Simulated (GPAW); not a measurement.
# P K-edge XANES of InP (F-43m), part 2 of 3

Aim: the dependence of the P K near-edge features of InP (F-43m) on volume.

GPAW 26.7.0; X-ray absorption from dipole matrix elements to empty bands, plane-wave PAW PBE.

So far. Step 2 (The field without a hole): The mesh shows a gap of 0.71 eV, so the hole is first treated in a charged cell, without the excited electron.

The database entry behind the starting cell differs from later determinations by our own check (0.1 to 0.3 % short, probably kX units), so it need not match the best structure at ambient conditions.

**4. Spectrum with FCH, P atom 2**

The holes are 5.9 Å apart. In GPAW the data set carries the hole's charge, so charge=0 means a charged cell and charge=-1 a neutral one. The excited electron is left out and a uniform background balances the charge. After the field has converged, empty bands are computed with the density fixed and the dipole matrix elements are summed.

The absorber has 4 In at 2.54 Å (tetrahedral, site symmetry -43m).

Contents of xas.py:

```python
import numpy as np
from ase import Atoms
from ase.parallel import parprint, paropen
from gpaw import GPAW, PW, FermiDirac, Mixer, MixerDif, setup_paths
from gpaw.test import gen
setup_paths.insert(0, '.')
gen('P', name='fch1s', xcname='PBE', corehole=(1, 0, 1), write_xml=True)
from gpaw.mpi import world
world.barrier()

atoms = Atoms('In4P4',
    cell=[[0, -5.861, 0],
     [-5.861, 0, 0],
     [0, 0, -5.861]],
    scaled_positions=[[0, 0, 0],
     [0.5, 0, 0.5],
     [0, 0.5, 0.5],
     [0.5, 0.5, 0],
     [0.25, 0.25, 0.25],
     [0.75, 0.25, 0.75],
     [0.25, 0.75, 0.75],
     [0.75, 0.75, 0.25]],
    pbc=True)
atoms.calc = calc = GPAW(legacy_gpaw=True, mode=PW(430, force_complex_dtype=True), xc='PBE', setups={4: 'fch1s'},
    kpts={'size': (3, 3, 3), 'gamma': True}, occupations=FermiDirac(0.02),
    charge=0, mixer=Mixer(0.1, 5, 50), maxiter=150,
    convergence={'density': 0.0001, 'eigenstates': 1e-6}, txt='scf.txt')
energy = atoms.get_potential_energy() + calc.get_reference_energy()
ef = calc.get_fermi_level()
out = dict(energy=energy, fermi=ef, forces=atoms.get_forces().tolist())
parprint(f'all-electron energy {energy:.4f} eV, Fermi level {ef:.4f} eV')
ev = np.array([[calc.get_eigenvalues(k, s) for k in range(len(calc.get_ibz_k_points()))] for s in range(calc.get_number_of_spins())])
out['homo'], out['lumo'], out['counts'] = ev[ev < ef].max(), ev[ev > ef].min(), sorted(set((ev < ef).sum((0, 2)).tolist()))
out['filled'] = (ev[:, 0] < ef).sum(1).tolist()

from ase.units import Ha
from gpaw.xas import dipole_matrix_elements
nb = int(calc.get_number_of_electrons() / 2) + 123
top, nb = nb, nb + 8 + nb // 12
nscf = calc.fixed_density(kpts={'size': (4, 4, 4), 'gamma': True}, nbands=nb,
    convergence={'bands': top, 'eigenstates': 5e-3}, maxiter=60, txt='nscf.txt')
cell = atoms.cell.array
ops = [cell.T @ U.T @ np.linalg.inv(cell.T) for U in nscf.wfs.kd.symmetry.op_scc]
filled = [36]  # bands filled in the ground state, by spin
E = np.arange(-6, 34, 0.1)
fwhm = np.interp(E, [4, 25], [0.9, 3.5])
Y, X, zero, highest = 0, 0, 1e9, 1e9
for spin in range(nscf.get_number_of_spins()):
    wfs = nscf.wfs
    mine = wfs.bd.get_slice()  # this rank's bands
    A = dipole_matrix_elements(wfs.setups[4])
    eps = np.zeros((wfs.kd.nibzkpts, nb))
    d = np.zeros((3, A.shape[1], wfs.kd.nibzkpts, nb), complex)
    for kpt in wfs.kpt_u:
        if kpt.s == spin and 4 in kpt.P_ani:
            eps[kpt.k, mine] = kpt.eps_n * Ha
            d[:, :, kpt.k, mine] = (kpt.weight * wfs.nspins / 2) ** 0.5 * np.inner(A, kpt.P_ani[4])
    world.sum(eps)
    world.sum(d)
    T = np.einsum('amkn,bmkn->abkn', d, d.conj()).real
    T = sum(np.einsum('ai,ijkn,bj->abkn', R, T, R) for R in ops) / len(ops)
    empty = np.ones_like(eps, bool) & (np.arange(nb) >= filled[spin])
    zero, highest = min(zero, eps[empty].min()), min(highest, eps[:, top - 1].min())
    lines = [(eps, T, empty)] if spin == 0 else lines + [(eps, T, empty)]
for eps, T, empty in lines:
    f = np.einsum('aakn->akn', T).reshape(3, -1)
    x = eps.ravel() - zero
    w = np.interp(x, E, fwhm) / 2.35482
    g = np.exp(-0.5 * ((E[:, None] - x) / w) ** 2) / (w * (2 * np.pi) ** 0.5)
    Y = Y + (f * empty.ravel()) @ g.T
    X = X + (f * ~empty.ravel()) @ g.T
out.update(E=E.round(2).tolist(), xas=Y.tolist(), xes=X.tolist(), zero=zero, valid=highest - zero, nk=len(eps), nb=nb)
for i in range(0, len(E), 10):
    parprint(f'{E[i]:7.2f}', *(f'{v:10.3e}' for v in Y[:, i]))
import json
with paropen('out.json', 'w') as f:
    json.dump(out, f)
```

Command:

```console
OMP_NUM_THREADS=1 mpirun -n 4 gpaw python xas.py
```

Numbers of over 12 decimals in the logs are rounded to 6 here.

Output:

```text
Input parameters:
  convergence: {density: 0.0001,
                eigenstates: 1e-06}
  kpts: {gamma: True,
         size: (3, 3, 3)}
  maxiter: 150
  mixer: {backend: pulay,
          beta: 0.1,
          method: separate,
          nmaxold: 5,
          weight: 50}
  mode: {ecut: 430.0,
         force_complex_dtype: True,
         name: pw}
  occupations: {fixmagmom: False,
                name: fermi-dirac,
                width: 0.02}
  setups: {4: fch1s}
  xc: PBE

Initialize ...

[... PAW data sets ...]

Reference energy: -674947.305390  # eV

Spin-paired calculation

[... convergence settings ...]
Symmetries present (total): 6
  [... symmetry matrices ...]

27 k-points: 3 x 3 x 3 Monkhorst-Pack grid
6 k-points in the irreducible part of the Brillouin zone
       k-points in crystal coordinates                weights
   0:     0.00000000    0.00000000    0.00000000          1/27
   1:     0.33333333    0.00000000   -0.33333333          6/27
   2:     0.33333333    0.00000000    0.00000000          6/27
   3:     0.33333333    0.33333333   -0.33333333          6/27
   4:     0.33333333    0.33333333    0.00000000          6/27
   5:     0.33333333    0.33333333    0.33333333          2/27

Wave functions: Plane wave expansion
  Cutoff energy: 430.000 eV
  Number of coefficients (min, max): 4059, 4092
  Pulay-stress correction: 0.000000 eV/Ang^3 (de/decut=0.000000)
  Using FFTW library
  Wavefunction extrapolation:
    Improved wavefunction reuse through dual PAW basis

Occupation numbers: Fermi-Dirac:
  width: 0.0200  # eV

Eigensolver
   Davidson(niter=2)

Densities:
  Coarse grid: 30*30*30 grid
  Fine grid: 60*60*60 grid
  Total Charge: 1.000000

Density mixing:
  Method: separate
  Backend: pulay
  Linear mixing parameter: 0.1
  old densities: 5
  Width of damping distribution: 1.1
  Damping of long wavelength oscillations: 50

[... Hamiltonian set-up ...]
Number of atoms: 8
Number of atomic orbitals: 52
Number of bands in calculation: 48
Number of valence electrons: 72
Bands to converge: occupied

... initialized

Initializing position-dependent things.

Density initialized from atomic densities
Creating initial wave functions:
  48 bands from LCAO basis set

                     In
            In
                P
             In
       P
                   In
         P
               P

Atomic positions and initial magnetic moments

Positions:
   0 In     0.000000    0.000000    0.000000    ( 0.0000,  0.0000,  0.0000)
   1 In     0.000000   -2.930500   -2.930500    ( 0.0000,  0.0000,  0.0000)
   2 In    -2.930500    0.000000   -2.930500    ( 0.0000,  0.0000,  0.0000)
   3 In    -2.930500   -2.930500    0.000000    ( 0.0000,  0.0000,  0.0000)
   4 P     -1.465250   -1.465250   -1.465250    ( 0.0000,  0.0000,  0.0000)
   5 P     -1.465250   -4.395750   -4.395750    ( 0.0000,  0.0000,  0.0000)
   6 P     -4.395750   -1.465250   -4.395750    ( 0.0000,  0.0000,  0.0000)
   7 P     -4.395750   -4.395750   -1.465250    ( 0.0000,  0.0000,  0.0000)

Unit cell:
           periodic     x           y           z      points  spacing
  1. axis:    yes    0.000000   -5.861000    0.000000    30     0.1954
  2. axis:    yes   -5.861000    0.000000    0.000000    30     0.1954
  3. axis:    yes    0.000000    0.000000   -5.861000    30     0.1954

  Lengths:   5.861000   5.861000   5.861000
  Angles:   90.000000  90.000000  90.000000

Effective grid spacing dv^(1/3) = 0.1954

iter:   1   -55.715082
iter:   2   -53.561120   -1.62  -1.05
iter:   3   -50.830273   -1.13  -1.11
iter:   4   -50.991358   -2.30  -1.38
iter:   5   -50.790032   -1.97  -1.43
iter:   6   -50.759936   -3.27  -2.01
iter:   7   -50.760788c  -3.54  -2.12
iter:   8   -50.760296c  -4.37  -2.86
iter:   9   -50.760352c  -4.48  -2.81
iter:  10   -50.760300c  -5.28  -3.29
iter:  11   -50.760293c  -6.30c -3.40
iter:  12   -50.760292c  -5.85  -3.46
iter:  13   -50.760290c  -6.71c -3.85
iter:  14   -50.760288c  -7.49c -3.93
iter:  15   -50.760288c  -7.90c -4.03c

Converged after 15 iterations.

Dipole moment: (0.106861, 0.106861, 0.106861) |e|*Ang

Energy contributions relative to reference atoms: (reference = -674947.305390)

Kinetic:        +69.826668
Potential:      -80.977324
External:        +0.000000
XC:             -40.492117
Entropy (-ST):   -0.000000
Local:           +0.882486
SIC:             +0.000000
--------------------------
Free energy:    -50.760288
Extrapolated:   -50.760288

Showing only first 2 kpts
 Kpt  Band  Eigenvalues  Occupancy
  0    34      4.56408    2.00000
  0    35      4.56408    2.00000
  0    36      5.14407    0.00000
  0    37      6.77898    0.00000

  1    34      3.32025    2.00000
  1    35      4.22666    2.00000
  1    36      7.02851    0.00000
[...]
Fermi level: 4.86506

Gap: 0.580 eV
Transition (v -> c):
  (s=0, k=0, n=35, [0.00, 0.00, 0.00]) -> (s=0, k=0, n=36, [0.00, 0.00, 0.00])
No difference between direct/indirect transitions

Forces in eV/Ang:
  0 In    0.43813    0.43813    0.43813
  1 In    0.43813   -0.43813   -0.43813
  2 In   -0.43813    0.43813   -0.43813
  3 In   -0.43813   -0.43813    0.43813
  4 P     0.00000    0.00000    0.00000
  5 P    -0.00000   -0.00000   -0.00000
  6 P    -0.00000   -0.00000   -0.00000
  7 P    -0.00000   -0.00000   -0.00000
Scalar-relativistic atomic PBE calculation for P (Phosphorus, Z=15)
Core hole in 1s state (1s occupation: 1.0)
450 radial gridpoints.
|------------------------------------------------|
|------------------------------------------------|
[... the atom generator's iteration count ...]

Energy contributions:
-------------------------
Kinetic:     +262.827971
XC:           -18.802338
Potential:   -506.301350
-------------------------
Total:       -262.275717

state      eigenvalue         ekin         rmax
-----------------------------------------------
1s^1.0 :   -82.638549   110.566952        0.067
2s^2.0 :    -7.880838    17.711957        0.400
2p^6.0 :    -6.208215    17.410471        0.328
3s^2.0 :    -0.985623     2.830847        1.423
3p^3.0 :    -0.622564     2.237529        1.549
-----------------------------------------------
(units: Bohr and Hartree)

Generating PAW setup
Kinetic energy of the core from tauc = 251.042791
Cutoffs:
rc(s)=1.800
rc(p)=1.800
rc(d)=1.800
rc(vbar)=1.620
rc(comp)=1.800
rc(nct)=1.800

Kinetic energy of the core states: 250.453690
Charge: 1.0
Core electrons: 9.0
Valence electrons: 5.0
Pseudo-core charge: 0.080239
Shape function alpha=3.086
Pseudo-electron charge 5.484265
state    eigenvalue         norm
--------------------------------
3s(2) :    -0.985623     1.194581
*s    :     0.014377
3p(3) :    -0.622564     1.004954
*p    :     0.377436
*d    :     0.000000
--------------------------------

Diagonalizing with gridspacing h=0.050

state   all-electron     PAW
-------------------------------
3s:      -0.985623    -0.986051
3p:      -0.622564    -0.622827
*d:                   -0.149877
*f:                   -0.018076
-------------------------------
all-electron energy -674998.0657 eV, Fermi level 4.8651 eV
[...]
31.00  3.907e-06  3.907e-06  3.907e-06
  32.00  3.734e-06  3.734e-06  3.734e-06
  33.00  3.379e-06  3.379e-06  3.379e-06
```

Run time: 62 s. Hardware: 4 MPI ranks of Arm Neoverse V1, shared host; peak memory 0.31 GiB; 4.1 min of CPU time.

The P K spectrum, P atom 2, full core hole (charged cell) (energy from the lowest empty level; intensity scaled to a mean of 1 over the first 20 eV):

```csv
E (eV),intensity
-2.0,0.00
-0.5,0.00
1.0,0.52
2.5,1.86
4.0,1.95
5.5,1.15
7.0,1.56
8.5,0.86
10.0,0.58
11.5,0.80
13.0,1.10
14.5,1.03
16.0,0.79
17.5,0.57
19.0,0.68
20.5,0.77
22.0,0.80
23.5,1.07
25.0,1.18
26.5,1.02
28.0,0.91
29.5,1.05
31.0,1.16
```

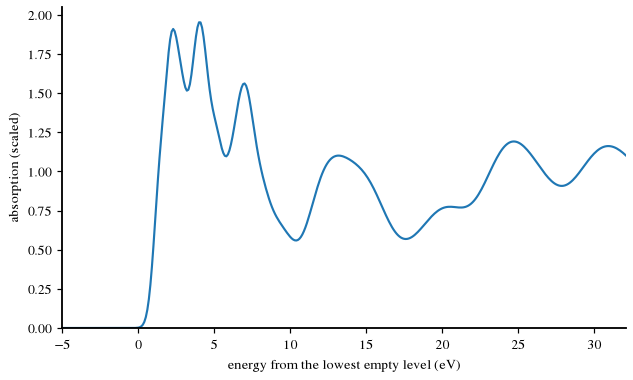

The P K edge, P atom 2, full core hole (charged cell): main maxima at 2.3, 4.0 and 7.0 eV.

Main maxima below 24 eV (height): 2.3 eV (1.91), 4.0 eV (1.95), 7.0 eV (1.56) and 13.2 eV (1.10). A K edge sees empty p states on the absorber.

The hole costs E(hole) − E(ground) = 2149.33 eV, and the lowest empty level of the hole cell on the spectrum's mesh lies at 5.14 eV, which puts the zero at 2154.47 eV. One term is added: -15.96 eV, since the hole is spin-paired here and a spin-polarised one costs that much less in the free atom (computed apart). The photon energy is then 2138.51 eV. The functional and the charged cell's background leave an error of a few eV in such absolute values.

**5. Supercell without a hole, the energy reference**

The cell changes for the next run, so it gets a reference energy of its own.

The cell differs from the one that the last finished run ended in (a 5.861 → 5.741 Å, b 5.861 → 5.741 Å, c 5.861 → 5.741 Å).

Contents of scf.py:

```python
import numpy as np
from ase import Atoms
from ase.parallel import parprint, paropen
from gpaw import GPAW, PW, FermiDirac, Mixer, MixerDif, setup_paths
from gpaw.test import gen
setup_paths.insert(0, '.')
gen('P', name='nch1s', xcname='PBE', corehole=(1, 0, 0), write_xml=True)
from gpaw.mpi import world
world.barrier()

atoms = Atoms('In4P4',
    cell=[[0, -5.74135418, 0],
     [-5.74135418, 0, 0],
     [0, 0, -5.74135418]],
    scaled_positions=[[0, 0, 0],
     [0.5, 0, 0.5],
     [0, 0.5, 0.5],
     [0.5, 0.5, 0],
     [0.25, 0.25, 0.25],
     [0.75, 0.25, 0.75],
     [0.25, 0.75, 0.75],
     [0.75, 0.75, 0.25]],
    pbc=True)
atoms.calc = calc = GPAW(legacy_gpaw=True, mode=PW(430, force_complex_dtype=True), xc='PBE', setups={4: 'nch1s'},
    kpts={'size': (3, 3, 3), 'gamma': True}, occupations=FermiDirac(0.02),
    charge=0, mixer=Mixer(0.1, 5, 50), maxiter=150,
    convergence={'density': 0.0001, 'eigenstates': 1e-6}, txt='scf.txt')
energy = atoms.get_potential_energy() + calc.get_reference_energy()
ef = calc.get_fermi_level()
out = dict(energy=energy, fermi=ef, forces=atoms.get_forces().tolist())
parprint(f'all-electron energy {energy:.4f} eV, Fermi level {ef:.4f} eV')
ev = np.array([[calc.get_eigenvalues(k, s) for k in range(len(calc.get_ibz_k_points()))] for s in range(calc.get_number_of_spins())])
out['homo'], out['lumo'], out['counts'] = ev[ev < ef].max(), ev[ev > ef].min(), sorted(set((ev < ef).sum((0, 2)).tolist()))
out['filled'] = (ev[:, 0] < ef).sum(1).tolist()
import json
with paropen('out.json', 'w') as f:
    json.dump(out, f)
```

Command:

```console
OMP_NUM_THREADS=1 mpirun -n 4 gpaw python scf.py
```

Output:

```text
Input parameters:
  convergence: {density: 0.0001,
                eigenstates: 1e-06}
  kpts: {gamma: True,
         size: (3, 3, 3)}
  maxiter: 150
  mixer: {backend: pulay,
          beta: 0.1,
          method: separate,
          nmaxold: 5,
          weight: 50}
  mode: {ecut: 430.0,
         force_complex_dtype: True,
         name: pw}
  occupations: {fixmagmom: False,
                name: fermi-dirac,
[...]
3s(2) :    -0.513310     1.123125
*s    :     0.486690
3p(3) :    -0.202354     1.007558
*p    :     0.797646
*d    :     0.000000
--------------------------------

Diagonalizing with gridspacing h=0.050

state   all-electron     PAW
-------------------------------
3s:      -0.513310    -0.513614
3p:      -0.202354    -0.202609
*d:                    0.037583
*f:                    0.071811
-------------------------------
all-electron energy -677146.9740 eV, Fermi level 6.0751 eV
[key lines of the parts left out:]
Converged after 11 iterations.
Dipole moment: (0.000057, 0.000057, 0.000057) |e|*Ang
Free energy:    -33.640421
Fermi level: 6.07509
```

Elapsed: 9 s, on 4 MPI ranks; peak memory 0.2 GiB; 36 s of CPU time.

Reference energy: -677146.974 eV with the cores included.

**6. Spectrum with FCH, P atom 2**

Shorter bonds are expected to push antibonding states and scattering resonances up, and longer ones down; the cell is scaled to test that.

Changed against the first core-hole run: volume scale from 1 to 0.94.

xas.py: that of step 4 with these lines changed.

```diff
@@ -11,5 +11,5 @@
 atoms = Atoms('In4P4',
-    cell=[[0, -5.861, 0],
-     [-5.861, 0, 0],
-     [0, 0, -5.861]],
+    cell=[[0, -5.74135418, 0],
+     [-5.74135418, 0, 0],
+     [0, 0, -5.74135418]],
     scaled_positions=[[0, 0, 0],
@@ -37,3 +37,3 @@
 from gpaw.xas import dipole_matrix_elements
-nb = int(calc.get_number_of_electrons() / 2) + 123
+nb = int(calc.get_number_of_electrons() / 2) + 115
 top, nb = nb, nb + 8 + nb // 12
```

Command:

```console
OMP_NUM_THREADS=1 mpirun -n 4 gpaw python xas.py
```

Output:

```text
Input parameters:
  convergence: {density: 0.0001,
                eigenstates: 1e-06}
  kpts: {gamma: True,
         size: (3, 3, 3)}
  maxiter: 150
  mixer: {backend: pulay,
          beta: 0.1,
          method: separate,
          nmaxold: 5,
          weight: 50}
  mode: {ecut: 430.0,
         force_complex_dtype: True,
         name: pw}
  occupations: {fixmagmom: False,
                name: fermi-dirac,
[...]
*p    :     0.377436
*d    :     0.000000
--------------------------------

Diagonalizing with gridspacing h=0.050

state   all-electron     PAW
-------------------------------
3s:      -0.985623    -0.986051
3p:      -0.622564    -0.622827
*d:                   -0.149877
*f:                   -0.018076
-------------------------------
all-electron energy -674998.2849 eV, Fermi level 5.6696 eV
[...]
32.00  3.922e-06  3.922e-06  3.922e-06
  33.00  3.719e-06  3.719e-06  3.719e-06
[key lines of the parts left out:]
Converged after 15 iterations.
Dipole moment: (0.111808, 0.111808, 0.111808) |e|*Ang
Free energy:    -50.979547
Fermi level: 5.66959
```

Wall time 54 s (4 MPI ranks); peak memory 0.3 GiB.

```csv
E (eV),first run,this run
-2.0,0.00,0.00
-1.0,0.00,0.00
0.0,0.00,0.01
1.0,0.52,0.65
2.0,1.76,1.76
3.0,1.58,1.51
4.0,1.95,2.08
5.0,1.36,1.22
6.0,1.13,1.13
7.0,1.56,1.56
8.0,1.05,1.01
9.0,0.73,0.74
10.0,0.58,0.65
11.0,0.64,0.66
12.0,0.96,0.95
13.0,1.10,1.09
14.0,1.07,1.06
15.0,0.97,1.00
16.0,0.79,0.85
17.0,0.60,0.64
18.0,0.58,0.55
19.0,0.68,0.62
20.0,0.76,0.71
21.0,0.77,0.74
22.0,0.80,0.73
23.0,0.97,0.83
24.0,1.15,1.04
25.0,1.18,1.18
26.0,1.09,1.18
27.0,0.96,1.07
28.0,0.91,0.94
29.0,0.99,0.91
30.0,1.11,1.01
31.0,1.16,1.13
```

The scaled spectrum changes by 7 % r.m.s. The highest intensity below 16 eV goes from 4.0 eV (1.95) to 3.9 eV (2.11).

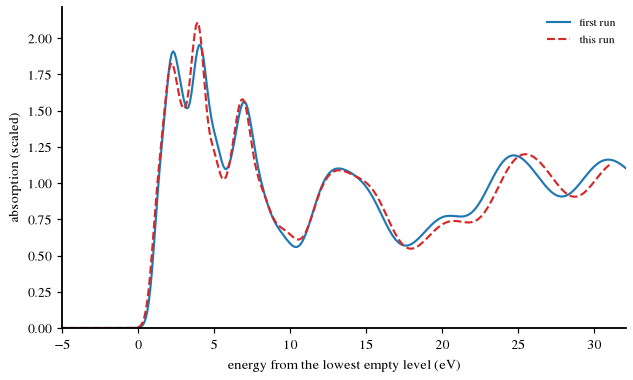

The effect of the change (volume scale from 1 to 0.94).

The photon energy of the zero moves by +0.29 eV.

**7. Reference energy of the supercell**

The cell changes for the next run, so it gets a reference energy of its own.

The cell differs from the one that the last finished run ended in (a 5.741 → 5.802 Å, b 5.741 → 5.802 Å, c 5.741 → 5.802 Å).

scf.py: that of step 5 with these lines changed.

```diff
@@ -11,5 +11,5 @@
 atoms = Atoms('In4P4',
-    cell=[[0, -5.74135418, 0],
-     [-5.74135418, 0, 0],
-     [0, 0, -5.74135418]],
+    cell=[[0, -5.80179393, 0],
+     [-5.80179393, 0, 0],
+     [0, 0, -5.80179393]],
     scaled_positions=[[0, 0, 0],
```

Command:

```console
OMP_NUM_THREADS=1 mpirun -n 4 gpaw python scf.py
```

Output:

```text
Input parameters:
  convergence: {density: 0.0001,
                eigenstates: 1e-06}
  kpts: {gamma: True,
         size: (3, 3, 3)}
  maxiter: 150
  mixer: {backend: pulay,
          beta: 0.1,
          method: separate,
          nmaxold: 5,
          weight: 50}
  mode: {ecut: 430.0,
         force_complex_dtype: True,
         name: pw}
  occupations: {fixmagmom: False,
                name: fermi-dirac,
[...]
3s(2) :    -0.513310     1.123125
*s    :     0.486690
3p(3) :    -0.202354     1.007558
*p    :     0.797646
*d    :     0.000000
--------------------------------

Diagonalizing with gridspacing h=0.050

state   all-electron     PAW
-------------------------------
3s:      -0.513310    -0.513614
3p:      -0.202354    -0.202609
*d:                    0.037583
*f:                    0.071811
-------------------------------
all-electron energy -677147.2397 eV, Fermi level 5.7017 eV
[key lines of the parts left out:]
Converged after 11 iterations.
Dipole moment: (0.000059, 0.000059, 0.000059) |e|*Ang
Free energy:    -33.906202
Fermi level: 5.70173
```

Wall time 8.9 s (4 MPI ranks); peak memory 0.2 GiB; 35 s of CPU time.

Reference energy: -677147.240 eV with the cores included.

(Part 2 of 3 ends here.)

[Banner, clock and machine lines of the logs are left out without a mark of their own.]

[Logs are printed without paths, hosts, clocks, repeated set-up lines and the standing remarks that a program may print on its own settings, such as how far it seeks lower states.]

[Hosts, paths, dates, database ids (printed as entryN), source tags and the programs' standing remarks are cut or masked in the printed files.]

[Lists of maxima count a maximum above −3 eV only where it reaches 4 % of the highest in the window and stands out from its surroundings by 2 % of it (1.5 % where it reaches 55 %); shoulders and weaker maxima are passed over, and of the rest the first, up to two pre-edge ones and the few strongest are named.]
